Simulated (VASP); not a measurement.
# ZnSiAsN with vdW-DF-cx: from relaxation to properties, part 2 of 3

Wanted: the relaxed cell of ZnSiAsN and its properties. The cell is invented: it takes the structure of a Materials Project entry for ZnSiAs2 (space group 160 there), with some of its atoms replaced by other elements, volume scaled by an estimate. It may not be a known or stable phase. The atoms of the start are displaced at random from the sites of a R3m cell.

VASP 6.6.1; vdW-DF-cx; plane waves and PAW (As, Zn, Si, N); invented cell.

So far, gap on the k-mesh (eV): step 3 (full relaxation (vdW-DF-cx)) 0.647.

## (4) Density, ELF and potential (vdW-DF-cx)

A single point on the relaxed cell gives a clean self-consistent state, with density, ELF and potential written out.

INCAR

```
SYSTEM = ZnSiAsN
PREC = Accurate
ENCUT = 520
EDIFF = 1E-06
NELM = 100
ISMEAR = 0
SIGMA = 0.05
LREAL = .FALSE.
ALGO = Normal
GGA = CX
AGGAC = 0
LUSE_VDW = .TRUE.
LASPH = .TRUE.
NBANDS = 19
LORBIT = 11
LWAVE = .FALSE.
LCHARG = .TRUE.
ISIF = 2
LELF = .TRUE.
LVHAR = .TRUE.
```

POSCAR

```
ZnSiAsN
1.0
    3.0669117700     -1.7709199100      0.0000000000
    3.0669117700      1.7709199100      0.0000000000
   -2.0522288400      0.0000000000      5.8891471700
As Zn Si N
1 1 1 1
Direct
    0.5006410850      0.5006410850      0.4999163890
    0.6427603320      0.6427603320      0.9304868180
    0.1024551410      0.1024551410      0.3061597380
    0.0047254170      0.0047254170      0.0155540540
```

KPOINTS

```
Automatic mesh
0
Gamma
7 7 4
0 0 0
```

PAW data sets: As, Zn, Si and N (PBE family, release 64).

The cell reached was symmetrised within 0.01 Å before this step, which raises the operations from 1 to 2, which the run then keeps.

Started as:

```sh
> mpirun -np 2 vasp_std
```

The log of the run:

```text
[banner, memory and clock lines left out]
running    2 mpi-ranks, on    1 nodes
 distrk:  each k-point on    2 cores,    1 groups
 distr:  one band on    1 cores,    2 groups

 POSCAR found type information on POSCAR AsZnSiN
 POSCAR found :  4 types and       4 ions
 [... a notice as in an earlier step ...]

 [... a notice as in an earlier step ...]

 LDA part: xc-table for (Slater+PW92), standard interpolation
|                                                                             |
|           W    W    AA    RRRRR   N    N  II  N    N   GGGG   !!!           |
|           W    W   A  A   R    R  NN   N  II  NN   N  G    G  !!!           |
|           W    W  A    A  R    R  N N  N  II  N N  N  G       !!!           |
|           W WW W  AAAAAA  RRRRR   N  N N  II  N  N N  G  GGG   !            |
|           WW  WW  A    A  R   R   N   NN  II  N   NN  G    G                |
|           W    W  A    A  R    R  N    N  II  N    N   GGGG   !!!           |
|                                                                             |
|     The number of bands has been changed from the values supplied in        |
|     The orbitals not found in the WAVECAR file will be initialized with     |
|     random numbers, which is usually adequate. For correlated               |
|     calculations, however, you should redo the groundstate calculation.     |
|     I found NBANDS = 19. Now, NBANDS = 20.                                  |
|                                                                             |

 POSCAR, INCAR and KPOINTS ok, starting setup
 FFT: planning ... GRIDC
 FFT: planning ... GRID_SOFT
 FFT: planning ... GRID
 WAVECAR not read
 entering main loop
       N       E                     dE             d eps       ncg     rms          rms(c)
DAV:   1     0.146790756880E+03    0.14679E+03   -0.11775E+04  2400   0.140E+03
DAV:   2    -0.164234292535E+01   -0.14843E+03   -0.14090E+03  2500   0.294E+02
DAV:   3    -0.157926481810E+02   -0.14150E+02   -0.13915E+02  2956   0.888E+01
DAV:   4    -0.160999688206E+02   -0.30732E+00   -0.30670E+00  2824   0.127E+01
DAV:   5    -0.161030177307E+02   -0.30489E-02   -0.30486E-02  2908   0.136E+00    0.107E+01
DAV:   6    -0.135845828288E+02    0.25184E+01   -0.73424E+00  3844   0.568E+01    0.602E+00
DAV:   7    -0.136926112439E+02   -0.10803E+00   -0.24554E+00  2568   0.119E+01    0.367E+00
DAV:   8    -0.136775929437E+02    0.15018E-01   -0.56980E-01  3092   0.530E+00    0.126E+00
DAV:   9    -0.136459786719E+02    0.31614E-01   -0.17034E-01  3264   0.396E+00    0.333E-01
DAV:  10    -0.136482994928E+02   -0.23208E-02   -0.25316E-02  2676   0.105E+00    0.200E-01
DAV:  11    -0.136483765693E+02   -0.77077E-04   -0.21352E-03  3204   0.477E-01    0.717E-02
DAV:  12    -0.136483291063E+02    0.47463E-04   -0.41441E-04  3272   0.234E-01    0.283E-02
DAV:  13    -0.136483458343E+02   -0.16728E-04   -0.61614E-05  2584   0.704E-02    0.928E-03
DAV:  14    -0.136483451864E+02    0.64790E-06   -0.59448E-06  3032   0.426E-02
   1 F= -.13648345E+02 E0= -.13648345E+02  d E =-.696566E-13
```

Run time: 82 s. Hardware: 2 MPI ranks of AMD EPYC 7R43, shared host; peak memory 0.62 GiB; 2.7 min of CPU time.

Parts of OUTCAR (step 4):

```text
  LATTYP: Found a base centered monoclinic cell.
 ALAT       =     6.1338235400
 B/A-ratio  =     0.5774277328
 C/A-ratio  =     1.0167363223
 COS(beta)  =    -0.3290683926

 Subroutine GETGRP returns: Found  2 space group operations
 (whereof  2 operations were pure point group operations)

The static configuration has the point symmetry C_1h.

 Found     60 irreducible k-points:

   k-points           NKPTS =     60   k-points in BZ     NKDIM =     60   number of bands    NBANDS=     20

   dimension x,y,z NGX =    28 NGY =   28 NGZ =   48
   dimension x,y,z NGXF=    56 NGYF=   56 NGZF=   96

   ENCUT  =  520.0 eV  38.22 Ry    6.18 a.u.   6.58  6.58 11.60*2*pi/ulx,y,z

   NELECT =      26.0000    total number of electrons

 E-fermi :   4.7038

 k-point     1 :       0.0000    0.0000    0.0000
  band No.  band energies     occupation
    ...
      9       2.8442      2.00000
     10       2.8561      2.00000
     11       2.8602      2.00000
     12       4.4680      2.00000
     13       4.4689      2.00000
     14       5.1158      0.00000
     15       7.4285      0.00000
     16       8.4876      0.00000
     17       8.4909      0.00000
     18      11.3948      0.00000
    ...

 k-point     2 :       0.1429    0.0000   -0.0000
  band No.  band energies     occupation
    ...
      9       1.5526      2.00000
     10       2.4859      2.00000
     11       2.5574      2.00000
     12       3.1282      2.00000
     13       4.0023      2.00000
     14       6.0437      0.00000
     15       7.6083      0.00000
     16       9.3601      0.00000
     17       9.5855      0.00000
     18      10.6207      0.00000
    ...

Total vdW correction in eV:      4.6897836

  Total       -0.0032277     -0.0065509     -0.0015067      0.0000000      0.0000000      0.0013574
  in kB       -0.0808400     -0.1640705     -0.0377366      0.0000000      0.0000000      0.0339975
  external PRESSURE =      -0.0942157 kB  Pullay stress =       0.0000000 kB

  energy-cutoff  :      520.00
  volume of cell :       63.97
      direct lattice vectors                 reciprocal lattice vectors
     3.066911770 -1.770919910  0.000000000     0.163030448 -0.282339138  0.056812265
     3.066911770  1.770919910  0.000000000     0.163030448  0.282339138  0.056812265
    -2.052228840  0.000000000  5.889147170     0.000000000  0.000000000  0.169803873

 POSITION                                       TOTAL-FORCE (eV/Angst)
 -----------------------------------------------------------------------------------
      2.04490      0.00000      2.94408        -0.004991      0.000000      0.003806
      2.03301      0.00000      5.47977         0.006593      0.000000      0.001707
      0.00013      0.00000      1.80302        -0.003536      0.000000     -0.007935
     -0.00294      0.00000      0.09160         0.001934      0.000000      0.002422
 -----------------------------------------------------------------------------------
    total drift:                               -0.000218     -0.000000      0.000749

  FREE ENERGIE OF THE ION-ELECTRON SYSTEM (eV)
  ---------------------------------------------------
  free  energy   TOTEN  =       -13.6483451864 eV

  energy  without entropy=      -13.6483451864  energy(sigma->0) =      -13.64834519

Total vdW correction in eV:      4.6898155

 total charge
# of ion       s       p       d       tot
------------------------------------------
    1        1.219   1.652   0.049   2.921
    2        0.497   0.443   9.807  10.747
    3        0.735   0.914   0.000   1.649
    4        1.237   2.449   0.000   3.686
--------------------------------------------------
tot          3.689   5.458   9.856  19.002

[... 7 further parts left out ...]
```

Numbers from this step:

* SCF cycles: 14
* bands: 20
* irreducible k-points: 60
* symmetry operations: 2
* Fermi energy: 4.704 eV
* pressure: -0.009422 GPa
* gap on the k-mesh: 0.6469 eV
* least direct gap on the k-mesh: 0.6469 eV

Valence electrons inside each PAW sphere by angular momentum. Sphere charges, by row:

| atom | s (e) | p (e) | d (e) | tot (e) |
| --- | --- | --- | --- | --- |
| As1 | 1.219 | 1.652 | 0.049 | 2.921 |
| Zn2 | 0.497 | 0.443 | 9.807 | 10.75 |
| Si3 | 0.735 | 0.914 | 0 | 1.649 |
| N4 | 1.237 | 2.449 | 0 | 3.686 |

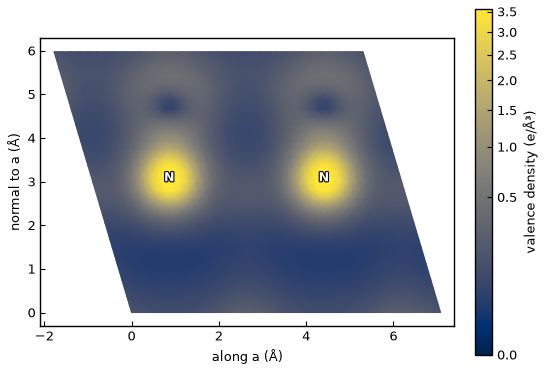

Valence density in the ac plane at fractional y = 0.005, with atoms of N within 0.2 Å of it. It is the smooth field of the valence electrons, not physical close to the nuclei. The map starts off the cell's origin, so that atoms lie inside it. The colour scale is stretched toward low values.

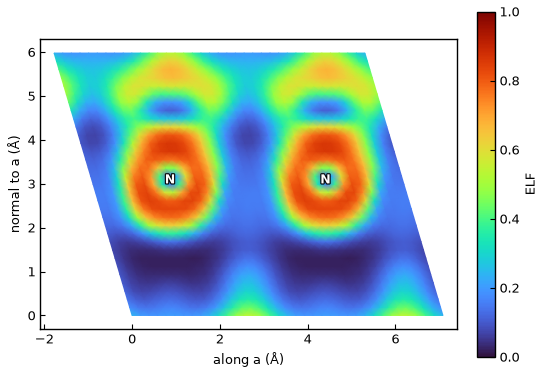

ELF in the ac plane at fractional y = 0.005, with atoms of N within 0.2 Å of it. It is the smooth field of the valence electrons, not physical close to the nuclei. The map starts off the cell's origin, so that atoms lie inside it.

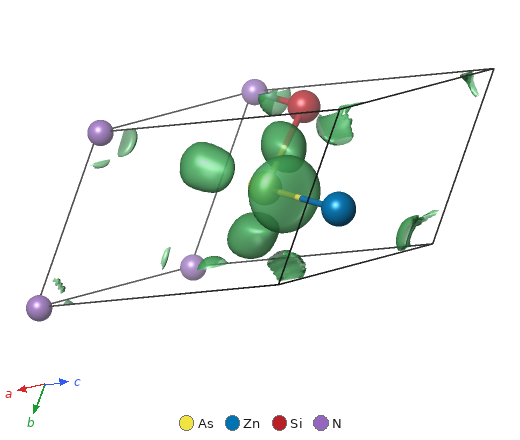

Surface of ELF = 0.84. Bonds to atoms that aren't drawn are left out.

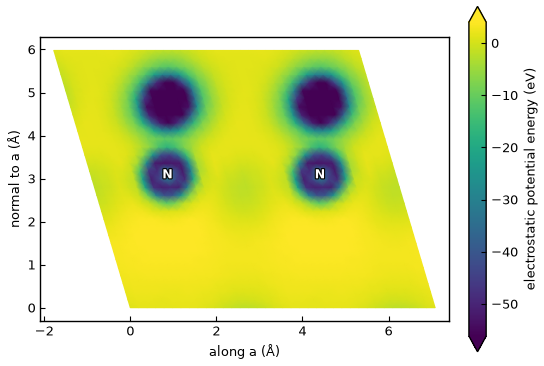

Electrostatic potential energy in the ac plane at fractional y = 0.005, with atoms of N within 0.2 Å of it. With pseudopotentials it is smooth inside the atoms' cores, unlike the true potential. The map starts off the cell's origin, so that atoms lie inside it.

The pressure is -0.01 GPa and the largest force 0.009 eV/Å.

## (5) Band structure (vdW-DF-cx)

The mesh alone shows little of the dispersion and can miss band extrema, so KPOINTS_OPT adds a path through the symmetry points after the self-consistent cycle.

INCAR, as its differences from that of step 4:

```diff
@@ -13,8 +13,6 @@
 LASPH = .TRUE.
-NBANDS = 19
+NBANDS = 27
 LORBIT = 11
 LWAVE = .FALSE.
-LCHARG = .TRUE.
-ISIF = 2
-LELF = .TRUE.
-LVHAR = .TRUE.
+LCHARG = .FALSE.
+KPAR = 2
```

POSCAR is that of step 4.

KPOINTS is that of step 4.

KPOINTS_OPT

```
Line mode
16
Line-mode
Reciprocal
  0.00000000   0.00000000   0.00000000 GAMMA
 -0.50000000  -0.50000000   0.00000000 Y

 -0.50000000  -0.50000000   0.00000000 Y
 -0.53002074  -0.53002074   0.18551264 F

 -0.53002074  -0.53002074   0.18551264 F
 -0.50000000  -0.50000000   0.50000000 L

 -0.50000000  -0.50000000   0.50000000 L
 -0.68677627  -0.31322373   0.50000000 I

 -0.31322373   0.31322373   0.50000000 I1
  0.00000000   0.00000000   0.50000000 Z

  0.00000000   0.00000000   0.50000000 Z
 -0.46997926  -0.46997926   0.81448736 F1

 -0.50000000  -0.50000000   0.00000000 Y
 -0.65652194  -0.34347806   0.00000000 X1

 -0.34347806   0.34347806   0.00000000 X
  0.00000000   0.00000000   0.00000000 GAMMA

  0.00000000   0.00000000   0.00000000 GAMMA
 -0.50000000   0.00000000   0.00000000 N

 -0.50000000   0.00000000   0.50000000 M
  0.00000000   0.00000000   0.00000000 GAMMA
```

Started as:

```sh
> mpirun -np 2 vasp_std
```

The log of the run:

```text
[... set-up lines as in an earlier step ...]
 entering main loop
       N       E                     dE             d eps       ncg     rms          rms(c)
DAV:   1     0.151677197889E+03    0.15168E+03   -0.11130E+04  3240   0.104E+03
DAV:   2    -0.161684517404E+00   -0.15184E+03   -0.13800E+03  3387   0.249E+02
DAV:   3    -0.157884562368E+02   -0.15627E+02   -0.15283E+02  4010   0.754E+01
DAV:   4    -0.161008933523E+02   -0.31244E+00   -0.31169E+00  3770   0.105E+01
DAV:   5    -0.161030311755E+02   -0.21378E-02   -0.21375E-02  3917   0.925E-01    0.107E+01
DAV:   6    -0.136405283715E+02    0.24625E+01   -0.43570E+00  4517   0.421E+01    0.612E+00
DAV:   7    -0.136854118109E+02   -0.44883E-01   -0.19143E+00  3531   0.846E+00    0.360E+00
DAV:   8    -0.136594488769E+02    0.25963E-01   -0.26712E-01  3605   0.297E+00    0.101E+00
DAV:   9    -0.136473318881E+02    0.12117E-01   -0.48337E-02  3731   0.154E+00    0.300E-01
DAV:  10    -0.136481823438E+02   -0.85046E-03   -0.98600E-03  3555   0.521E-01    0.164E-01
DAV:  11    -0.136483481467E+02   -0.16580E-03   -0.75303E-04  3577   0.186E-01    0.556E-02
DAV:  12    -0.136483335302E+02    0.14616E-04   -0.11949E-04  4028   0.916E-02    0.202E-02
DAV:  13    -0.136483454625E+02   -0.11932E-04   -0.35396E-05  3450   0.388E-02    0.792E-03
DAV:  14    -0.136483452170E+02    0.24552E-06   -0.23590E-06  3611   0.170E-02
   1 F= -.13648345E+02 E0= -.13648345E+02  d E =-.641882E-17
 Start KPOINTS_OPT (optional k-point list driver)
k-point batch [1-60\160]
       N       E                     dE             ncg
DAV:   1     0.683425377205E+04   -0.40033E+05     3240
DAV:   2    -0.190062196734E+04   -0.87349E+04     3400
DAV:   3    -0.276499502100E+04   -0.86437E+03     4026
DAV:   4    -0.278018012315E+04   -0.15185E+02     3845
DAV:   5    -0.278027560212E+04   -0.95479E-01     4002
DAV:   6    -0.278027675282E+04   -0.11507E-02     3850
DAV:   7    -0.278027677122E+04   -0.18395E-04     3991
DAV:   8    -0.278027677153E+04   -0.31581E-06     2894
[...]
k-point batch [121-160\160]
       N       E                     dE             ncg
DAV:   1     0.233323846128E+05   -0.11061E+05     2168
DAV:   2     0.173557700174E+05   -0.59766E+04     2243
DAV:   3     0.167263607153E+05   -0.62941E+03     2653
DAV:   4     0.167131732889E+05   -0.13187E+02     2538
DAV:   5     0.167130890789E+05   -0.84210E-01     2640
DAV:   6     0.167130881005E+05   -0.97841E-03     2467
DAV:   7     0.167130880849E+05   -0.15632E-04     2638
DAV:   8     0.167130880846E+05   -0.25416E-06     1851
```

Run time: 2.7 min. Hardware: 2 MPI ranks; peak memory 0.89 GiB.

From OUTCAR (step 5):

```text
The static configuration has the point symmetry C_1h.

 Found     60 irreducible k-points:

   k-points           NKPTS =     60   k-points in BZ     NKDIM =     60   number of bands    NBANDS=     27

   NELECT =      26.0000    total number of electrons

 E-fermi :   4.7488

 k-point     1 :       0.0000    0.0000    0.0000
  band No.  band energies     occupation
    ...
      9       2.8441      2.00000
     10       2.8560      2.00000
     11       2.8601      2.00000
     12       4.4680      2.00000
     13       4.4689      2.00000
     14       5.1158      0.00000
     15       7.4287      0.00000
     16       8.4876      0.00000
     17       8.4909      0.00000
     18      11.3949      0.00000
    ...

 k-point     2 :       0.1429    0.0000   -0.0000
  band No.  band energies     occupation
    ...
      9       1.5526      2.00000
     10       2.4859      2.00000
     11       2.5574      2.00000
     12       3.1281      2.00000
     13       4.0023      2.00000
     14       6.0436      0.00000
     15       7.6084      0.00000
     16       9.3602      0.00000
     17       9.5856      0.00000
     18      10.6207      0.00000
    ...

Total vdW correction in eV:      4.6897948

  Total       -0.0051662     -0.0084967     -0.0051016      0.0000000      0.0000000      0.0013616
  in kB       -0.1293906     -0.2128027     -0.1277704      0.0000000      0.0000000      0.0341016
  external PRESSURE =      -0.1566546 kB  Pullay stress =       0.0000000 kB

 POSITION                                       TOTAL-FORCE (eV/Angst)
 -----------------------------------------------------------------------------------
      2.04490      0.00000      2.94408        -0.004987      0.000000      0.003835
      2.03301      0.00000      5.47977         0.006593      0.000000      0.001521
      0.00013      0.00000      1.80302        -0.003534      0.000000     -0.008105
     -0.00294      0.00000      0.09160         0.001928      0.000000      0.002749
 -----------------------------------------------------------------------------------
    total drift:                               -0.000226     -0.000000      0.000584

  FREE ENERGIE OF THE ION-ELECTRON SYSTEM (eV)
  ---------------------------------------------------
  free  energy   TOTEN  =       -13.6483452170 eV

  energy  without entropy=      -13.6483452170  energy(sigma->0) =      -13.64834522

Total vdW correction in eV:      4.6898267

[... 8 parts as in an earlier step ...]

[... 5 further parts left out ...]
```

Within 0.02 Å the cell has space group R3m; at a tight tolerance a small distortion makes it Cm. Spin-orbit coupling is off here; it would split degenerate levels, and it lifts a valence top of As p states by about 0.1 eV.

This step gave:

| Property | Result |
| --- | --- |
| bands | 27 |
| Fermi energy | 4.749 eV |
| pressure | -0.01567 GPa |
| least gap on mesh and path | 0.6469 eV |
| least direct gap on mesh and path | 0.6469 eV |

The electronic bands at the labelled points (eV, zero at the valence-band top; v1 is the highest filled band, c1 the lowest empty one):

| point | v4 | v3 | v2 | v1 | c1 | c2 | c3 | c4 |
| --- | --- | --- | --- | --- | --- | --- | --- | --- |
| Γ | -1.61 | -1.61 | 0.00 | 0.00 | 0.65 | 2.96 | 4.02 | 4.02 |
| Y | -3.63 | -3.25 | -1.30 | -1.25 | 1.19 | 1.50 | 3.17 | 5.54 |
| F | -3.71 | -3.17 | -1.81 | -1.41 | 1.33 | 1.81 | 3.75 | 5.75 |
| L | -3.96 | -3.41 | -2.93 | -1.79 | 1.64 | 2.99 | 4.83 | 5.89 |
| I | -4.47 | -3.74 | -3.29 | -1.76 | 2.52 | 3.07 | 4.97 | 6.55 |
| jump to I1 | -4.47 | -3.74 | -3.29 | -1.76 | 2.52 | 3.07 | 4.97 | 6.55 |
| Z | -1.49 | -1.49 | -0.25 | -0.25 | 2.27 | 3.51 | 4.16 | 4.17 |
| F1 | -3.71 | -3.17 | -1.81 | -1.41 | 1.33 | 1.81 | 3.75 | 5.75 |
| jump to Y | -3.63 | -3.25 | -1.30 | -1.25 | 1.19 | 1.50 | 3.17 | 5.54 |
| X1 | -4.53 | -3.68 | -3.40 | -1.80 | 2.47 | 3.44 | 4.76 | 6.39 |
| jump to X | -4.53 | -3.68 | -3.40 | -1.80 | 2.47 | 3.44 | 4.76 | 6.39 |
| Γ | -1.61 | -1.61 | 0.00 | 0.00 | 0.65 | 2.96 | 4.02 | 4.02 |
| N | -3.95 | -3.41 | -2.93 | -1.79 | 1.64 | 2.99 | 4.84 | 5.88 |
| jump to M | -3.63 | -3.25 | -1.30 | -1.24 | 1.18 | 1.50 | 3.16 | 5.54 |
| Γ | -1.61 | -1.61 | 0.00 | 0.00 | 0.65 | 2.96 | 4.02 | 4.02 |

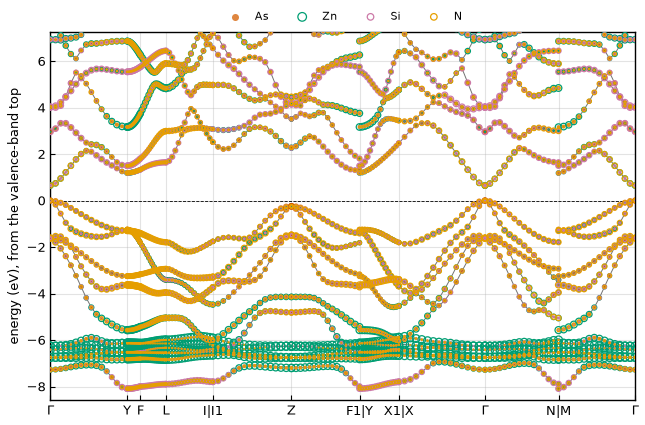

Electronic bands along the path; dots are coloured as in the legend, and their area grows with the weight.

The path finds the gap of the mesh within 0.02 eV, so the mesh comes close to both band edges.

(Part 2 of 3 ends here.)

[Lines on the potential files, build, host, timing and source positions are cut from VASP's logs without a mark.]

[Logs are printed without paths, hosts, clocks, repeated set-up lines and the standing remarks that a program may print on its own settings, such as how far it seeks lower states.]

[Hosts, paths, dates, database ids (printed as entryN), source tags and the programs' standing remarks are cut or masked in the printed files.]

[A measured line is paired with the nearest computed mode of its activity, which favours agreement.]
